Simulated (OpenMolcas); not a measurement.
Single-point calculation of C$_{5}$H$_{12}$Si (part 2 of 2)

C$_{5}$H$_{12}$Si, multiplicity 3; PBE/6-31G*, UKS (OpenMolcas 26.06). The geometry is that of the parent species in another charge or spin state. The geometry comes from this level: PBE0-D4/def2-TZVP.

Geometry of the input (Å):
```
C  -2.4635  -0.5608  0.4411
C  -1.6000  0.0415  -0.3722
Si 0.2500  0.0980  -0.1112
C  0.6938  -0.8173  1.4613
C  0.7913  1.8894  0.0123
C  1.0951  -0.7025  -1.5817
H  -3.5338  -0.5703  0.2520
H  -2.1382  -1.0766  1.3408
H  -2.0090  0.5366  -1.2545
H  0.2185  -0.3653  2.3356
H  1.7751  -0.7929  1.6220
H  0.3894  -1.8660  1.4138
H  0.3219  2.3833  0.8667
H  1.8758  1.9638  0.1322
H  0.5170  2.4463  -0.8876
H  0.8076  -1.7526  -1.6761
H  0.8258  -0.1974  -2.5133
H  2.1832  -0.6573  -1.4811
```

### What the program printed, continued
```
 *****************************************************************************************************************************
 *                                             SCF/KS-DFT Program, Final results                                             *
 *                                                       Final Results                                                       *
 *****************************************************************************************************************************

::    Total KS-DFT energy                            -486.6253964579
      One-electron energy                           -1313.5953891025
      Two-electron energy                             527.0984870561
      Nuclear repulsion energy                        299.8715055884
      Kinetic energy (interpolated)                   485.3920088130
      Virial theorem                                    1.0025410135
      Total spin, S(S+1)                                2.0057783201
      Total spin, S                                     1.0019248716
      Max non-diagonal density matrix element           0.0000000885
      Max non-diagonal Fock matrix element              0.0000000090

      All orbitals with orbital energies smaller than  E(LUMO)+0.5 are printed

++    Molecular orbitals:
      -------------------

      Title: UKS-DFT orbitals (alpha)

      Molecular orbitals for symmetry species 1: a

          Orbital            1         2         3         4         5         6         7         8         9        10
          Energy          -65.3799   -9.8814   -9.8757   -9.8588   -9.8588   -9.8587   -5.0212   -3.4324   -3.4321   -3.4321
          Occ. No.          1.0000    1.0000    1.0000    1.0000    1.0000    1.0000    1.0000    1.0000    1.0000    1.0000

          Orbital           11        12        13        14        15        16        17        18        19        20
          Energy           -0.7080   -0.6380   -0.6066   -0.6057   -0.5121   -0.4252   -0.3909   -0.3695   -0.3577   -0.3550
          Occ. No.          1.0000    1.0000    1.0000    1.0000    1.0000    1.0000    1.0000    1.0000    1.0000    1.0000

          Orbital           21        22        23        24        25        26        27        28        29        30
          Energy           -0.3410   -0.3384   -0.3330   -0.3304   -0.2885   -0.2542   -0.2496   -0.2495   -0.0648    0.0586
          Occ. No.          1.0000    1.0000    1.0000    1.0000    1.0000    1.0000    1.0000    1.0000    1.0000    0.0000

          Orbital           31        32        33        34        35        36        37        38        39        40
          Energy            0.0696    0.0864    0.0903    0.0988    0.1133    0.1188    0.1225    0.1436    0.1536    0.1536
          Occ. No.          0.0000    0.0000    0.0000    0.0000    0.0000    0.0000    0.0000    0.0000    0.0000    0.0000

          Orbital           41        42        43        44        45        46        47        48        49        50
          Energy            0.1679    0.1748    0.1806    0.1813    0.2309    0.3047    0.3265    0.3420    0.3745    0.3778
          Occ. No.          0.0000    0.0000    0.0000    0.0000    0.0000    0.0000    0.0000    0.0000    0.0000    0.0000

          Orbital           51        52        53        54
          Energy            0.4089    0.4225    0.4968    0.5063
          Occ. No.          0.0000    0.0000    0.0000    0.0000

--

      All orbitals with orbital energies smaller than  E(LUMO)+0.5 are printed

++    Molecular orbitals:
      -------------------

      Title: UKS-DFT orbitals (beta)

      Molecular orbitals for symmetry species 1: a

          Orbital            1         2         3         4         5         6         7         8         9        10
          Energy          -65.3800   -9.8676   -9.8637   -9.8587   -9.8580   -9.8579   -5.0213   -3.4325   -3.4324   -3.4321
          Occ. No.          1.0000    1.0000    1.0000    1.0000    1.0000    1.0000    1.0000    1.0000    1.0000    1.0000

          Orbital           11        12        13        14        15        16        17        18        19        20
          Energy           -0.6698   -0.6339   -0.6061   -0.6040   -0.4850   -0.4166   -0.3816   -0.3656   -0.3566   -0.3539
          Occ. No.          1.0000    1.0000    1.0000    1.0000    1.0000    1.0000    1.0000    1.0000    1.0000    1.0000

          Orbital           21        22        23        24        25        26        27        28        29        30
          Energy           -0.3388   -0.3374   -0.3300   -0.3241   -0.2549   -0.2525   -0.2397   -0.1826    0.0244    0.0603
          Occ. No.          1.0000    1.0000    1.0000    1.0000    1.0000    1.0000    1.0000    0.0000    0.0000    0.0000

          Orbital           31        32        33        34        35        36        37        38        39        40
          Energy            0.0733    0.0938    0.1008    0.1025    0.1161    0.1216    0.1256    0.1519    0.1554    0.1589
          Occ. No.          0.0000    0.0000    0.0000    0.0000    0.0000    0.0000    0.0000    0.0000    0.0000    0.0000

          Orbital           41        42        43        44        45        46
          Energy            0.1752    0.1753    0.1856    0.1885    0.2374    0.3157
          Occ. No.          0.0000    0.0000    0.0000    0.0000    0.0000    0.0000

--

++    Molecular charges:
      ------------------

      Mulliken charges per centre and basis function type
      ---------------------------------------------------

                            C1                      C2                      SI3                     C4                      C5                      C6
                     alpha        beta       alpha        beta       alpha        beta       alpha        beta       alpha        beta       alpha        beta
      1s           1.6762      1.6002      1.6757      1.6110      2.5334      2.5457      1.6799      1.6804      1.6822      1.6763      1.6822      1.6763
      2px          0.5319      0.5009      0.5267      0.5031      1.3373      1.3611      0.5425      0.5434      0.5405      0.5346      0.5464      0.5363
      2pz          0.6438      0.3664      0.6033      0.3569      1.3536      1.3485      0.5687      0.5698      0.5392      0.5371      0.5731      0.5492
      2py          0.8459      0.1490      0.7803      0.1629      1.3690      1.3477      0.5474      0.5475      0.5888      0.5564      0.5490      0.5426
      3d2+         0.0043      0.0043      0.0026      0.0019      0.0282      0.0273      0.0038      0.0038      0.0027      0.0025      0.0042      0.0041
      3d1+         0.0036      0.0026      0.0043      0.0029      0.0209      0.0138      0.0014      0.0014      0.0015      0.0014      0.0007      0.0006
      3d0          0.0048      0.0030      0.0038      0.0019      0.0227      0.0222      0.0023      0.0023      0.0022      0.0021      0.0027      0.0027
      3d1-         0.0023      0.0037      0.0021      0.0031      0.0209      0.0207      0.0013      0.0013      0.0029      0.0030      0.0017      0.0017
      3d2-         0.0028      0.0013      0.0036      0.0014      0.0266      0.0093      0.0010      0.0010      0.0008      0.0008      0.0008      0.0007
      Total        3.7156      2.6313      3.6026      2.6451      6.7126      6.6963      3.3484      3.3508      3.3608      3.3143      3.3608      3.3142
      Total              6.3469                  6.2477                 13.4089                  6.6992                  6.6750                  6.6750

      Charge           -0.3469                 -0.2477                  0.5911                 -0.6992                 -0.6750                 -0.6750

                            H7                      H8                      H9                      H10                     H11                     H12
                     alpha        beta       alpha        beta       alpha        beta       alpha        beta       alpha        beta       alpha        beta
      1s           0.3991      0.4555      0.3970      0.4532      0.4007      0.4501      0.4100      0.4099      0.4095      0.4103      0.4100      0.4099
      2px          0.0000      0.0000      0.0000      0.0000      0.0000      0.0000      0.0000      0.0000      0.0000      0.0000      0.0000      0.0000
      2pz          0.0000      0.0000      0.0000      0.0000      0.0000      0.0000      0.0000      0.0000      0.0000      0.0000      0.0000      0.0000
      2py          0.0000      0.0000      0.0000      0.0000      0.0000      0.0000      0.0000      0.0000      0.0000      0.0000      0.0000      0.0000
      3d2+         0.0000      0.0000      0.0000      0.0000      0.0000      0.0000      0.0000      0.0000      0.0000      0.0000      0.0000      0.0000
      3d1+         0.0000      0.0000      0.0000      0.0000      0.0000      0.0000      0.0000      0.0000      0.0000      0.0000      0.0000      0.0000
      3d0          0.0000      0.0000      0.0000      0.0000      0.0000      0.0000      0.0000      0.0000      0.0000      0.0000      0.0000      0.0000
      3d1-         0.0000      0.0000      0.0000      0.0000      0.0000      0.0000      0.0000      0.0000      0.0000      0.0000      0.0000      0.0000
      3d2-         0.0000      0.0000      0.0000      0.0000      0.0000      0.0000      0.0000      0.0000      0.0000      0.0000      0.0000      0.0000
      Total        0.3991      0.4555      0.3970      0.4532      0.4007      0.4501      0.4100      0.4099      0.4095      0.4103      0.4100      0.4099
      Total              0.8546                  0.8502                  0.8508                  0.8198                  0.8199                  0.8199

      Charge            0.1454                  0.1498                  0.1492                  0.1802                  0.1801                  0.1801

                            H13                     H14                     H15                     H16                     H17                     H18
                     alpha        beta       alpha        beta       alpha        beta       alpha        beta       alpha        beta       alpha        beta
      1s           0.4082      0.4098      0.4190      0.4084      0.4093      0.4114      0.4082      0.4098      0.4093      0.4114      0.4190      0.4084
      2px          0.0000      0.0000      0.0000      0.0000      0.0000      0.0000      0.0000      0.0000      0.0000      0.0000      0.0000      0.0000
      2pz          0.0000      0.0000      0.0000      0.0000      0.0000      0.0000      0.0000      0.0000      0.0000      0.0000      0.0000      0.0000
      2py          0.0000      0.0000      0.0000      0.0000      0.0000      0.0000      0.0000      0.0000      0.0000      0.0000      0.0000      0.0000
      3d2+         0.0000      0.0000      0.0000      0.0000      0.0000      0.0000      0.0000      0.0000      0.0000      0.0000      0.0000      0.0000
      3d1+         0.0000      0.0000      0.0000      0.0000      0.0000      0.0000      0.0000      0.0000      0.0000      0.0000      0.0000      0.0000
      3d0          0.0000      0.0000      0.0000      0.0000      0.0000      0.0000      0.0000      0.0000      0.0000      0.0000      0.0000      0.0000
      3d1-         0.0000      0.0000      0.0000      0.0000      0.0000      0.0000      0.0000      0.0000      0.0000      0.0000      0.0000      0.0000
      3d2-         0.0000      0.0000      0.0000      0.0000      0.0000      0.0000      0.0000      0.0000      0.0000      0.0000      0.0000      0.0000
      Total        0.4082      0.4098      0.4190      0.4084      0.4093      0.4114      0.4082      0.4098      0.4093      0.4114      0.4190      0.4084
      Total              0.8180                  0.8274                  0.8207                  0.8180                  0.8207                  0.8274

      Charge            0.1820                  0.1726                  0.1793                  0.1820                  0.1793                  0.1726

      Total electronic charge=   56.000000

      Total            charge=   -0.000000
--

++    Molecular orbitals:
      -------------------

      Title: Natural orbitals

      Molecular orbitals for symmetry species 1: a

          Orbital            1         2         3         4         5         6         7         8         9        10
          Energy          -65.3800   -9.7090   -9.8512   -9.4426   -9.8409   -9.8586   -5.0078   -3.4307   -3.4258   -3.4235
          Occ. No.          2.0000    2.0000    2.0000    2.0000    2.0000    2.0000    2.0000    2.0000    2.0000    2.0000

          Orbital           11        12        13        14        15        16        17        18        19        20
          Energy           -0.7605   -0.5661   -0.3560   -0.5934   -0.4542   -0.5446   -0.4874   -0.3533   -0.3423   -0.3789
          Occ. No.          2.0000    2.0000    2.0000    2.0000    2.0000    2.0000    2.0000    2.0000    2.0000    2.0000

          Orbital           21        22        23        24        25        26        27        28        29        30
          Energy           -0.3740   -0.4173   -0.2666   -0.3369   -0.3375   -0.5963   -0.4950   -0.1873   -0.0572    0.4915
          Occ. No.          2.0000    1.9999    1.9999    1.9998    1.9997    1.9991    1.9987    1.0000    1.0000    0.0013

          Orbital           31        32        33        34        35        36        37        38        39        40
          Energy            0.6419    0.3590    0.3349    0.2311    1.0671    0.3359    0.4258    0.4244    0.4548    0.5544
          Occ. No.          0.0009    0.0003    0.0002    0.0001    0.0001    0.0000    0.0000    0.0000    0.0000    0.0000

          Orbital           41        42        43        44        45        46        47        48        49        50
          Energy            0.6312    0.9346    0.7712    1.4813    1.1606    0.9315    0.7990    0.6383    0.9087    0.8097
          Occ. No.          0.0000    0.0000    0.0000    0.0000    0.0000    0.0000    0.0000    0.0000    0.0000    0.0000

          Orbital           51        52        53        54        55        56        57        58        59        60
          Energy            1.0394    1.0468    0.9281    0.9772    1.1467    1.0333    0.3231    0.5932    0.3400    0.4810
          Occ. No.          0.0000    0.0000    0.0000    0.0000    0.0000    0.0000    0.0000    0.0000    0.0000    0.0000

          Orbital           61        62        63        64        65        66        67        68        69        70
          Energy            0.5017    0.5220    0.3982    0.6112    0.5172    0.7925    0.7305    0.7763    0.7923    0.3714
          Occ. No.          0.0000    0.0000    0.0000    0.0000    0.0000    0.0000    0.0000    0.0000    0.0000    0.0000

          Orbital           71        72        73        74        75        76        77        78        79        80
          Energy            0.5644    1.3171    1.1316    0.4675    0.2598    0.6604    0.9277    1.2238    0.8535    0.6770
          Occ. No.          0.0000    0.0000    0.0000    0.0000    0.0000    0.0000    0.0000    0.0000    0.0000    0.0000

          Orbital           81        82        83        84        85        86        87        88        89        90
          Energy            1.6961    1.8542    2.5448    1.0974    0.8421    1.6535    0.8117    2.0604    0.9927    0.7904
          Occ. No.          0.0000    0.0000    0.0000    0.0000    0.0000    0.0000    0.0000    0.0000    0.0000    0.0000

          Orbital           91        92        93        94        95        96        97        98        99       100
          Energy            1.6001    2.1184    0.8270    2.1264    1.5165    1.7467    1.5018    0.6880    1.5731    1.6263
          Occ. No.          0.0000    0.0000    0.0000    0.0000    0.0000    0.0000    0.0000    0.0000    0.0000    0.0000

          Orbital          101       102       103       104
          Energy            1.5319    1.8448    2.2800    2.1806
          Occ. No.          0.0000    0.0000    0.0000    0.0000

--

++    Molecular properties:
      ---------------------

      Charge (e):
                      =   -0.0000
      Dipole Moment (debye):
      Origin of the operator (angstrom)=   -0.0955    0.0100   -0.0343
                   X=  3.3362E-01               Y=  9.5016E-02               Z= -9.1110E-02           Total=  3.5865E-01
      Quadrupole Moment (debye*angstrom):
      Origin of the operator (angstrom)=   -0.0955    0.0100   -0.0343
                  XX= -4.5766E+01              XY= -2.8474E-01              XZ=  7.6006E-01              YY= -4.6906E+01
                  YZ= -7.2996E-01              ZZ= -4.5992E+01
      In traceless form (debye*angstrom)
                  XX=  6.8353E-01              XY= -4.2711E-01              XZ=  1.1401E+00              YY= -1.0276E+00
                  YZ= -1.0949E+00              ZZ=  3.4407E-01
--

--- Stop Module: scf /rc=_RC_ALL_IS_WELL_ ---
--- Module scf spent 2 minutes 15 seconds ---

.##################.
.# Happy landing! #.
.##################.

    Timing: Wall=140.89 User=128.53 System=12.31
```

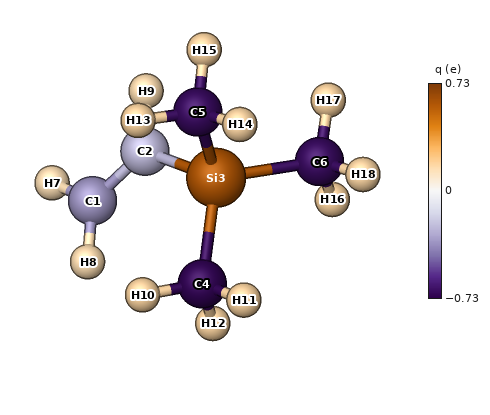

Mulliken charges, as the colour of each atom (ball-and-stick view, seen at a tilt; atoms are numbered from 1 in the order of the input). By element: C −0.70 to −0.25, Si +0.59 and H +0.15 to +0.18 e.

### Key numbers

- outcome: converged
- total energy: −486.625396 hartree
- basis functions: 112
- ⟨S²⟩: 2.006
- dipole moment: 0.36 debye
- wall time: 2.4 min
- peak memory: 0.67 GiB
